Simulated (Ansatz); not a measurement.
```xyz
5

N     1.3728   -1.0836    1.4888
C     0.7204   -0.6105    0.6643
Si   -0.1693    0.0693   -0.7955
F    -1.6343   -0.5344   -0.7694
Cl   -0.2397    2.0856   -0.6297
```

Geometry: PBE0-D4/def2-TZVP.

The calculation used UKS PBE0-D4/def2-TZVPP (Ansatz 0.2.0).

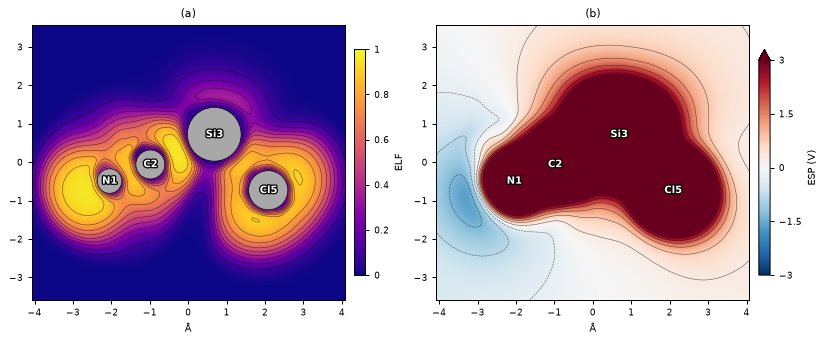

CClFNSi (doublet). (a) ELF; (b) electrostatic potential on the plane of atoms C2, Si3 and Cl5. Grey discs cover the atomic cores in the ELF map.

Read the bonding off the picture.

Answer. The plane passes through N, C, Si and Cl nuclei. C–N (1.15 Å): the ELF peaks at about 0.85 between the atoms (a multiple bond). C–Si (1.84 Å): the ELF peaks at about 0.95 between the atoms: a shared electron pair. Si–Cl (2.02 Å): the ELF peaks at about 0.85 between the atoms: a polar covalent bond. The ELF also peaks beside Cl5 and N1, away from the bonds: non-bonding electrons, paired or unpaired. Outside the dense part of the molecule the potential is most negative (−1.6 V) near N1.
